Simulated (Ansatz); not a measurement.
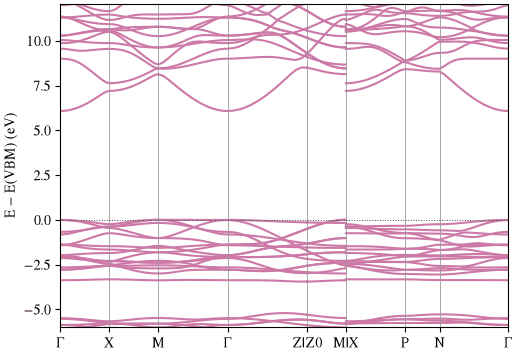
Figure: Band structure from r²SCAN in the plane-wave PAW code Ansatz

### Question
Read off the gap and where the band edges lie.

### Answer
About 6.1 eV (6.08 eV by a search for the band edges); maximum at M, minimum at Γ.

The material is SiO2 in space group I4/mmm (No. 139; Si on 8h, O on 8f, O on 8i).

The first step of the workflow began from a Materials Project structure, measured or hypothetical; the Crystallography Open Database copy checked does not list it. It is not the phase usual at ambient conditions (space group No. 92, 152, 154). The cell was relaxed with r²SCAN under the symmetry of its start. At this level the phase is dynamically unstable (imaginary phonons).

Potentials: the later of the program's two PAW sets.
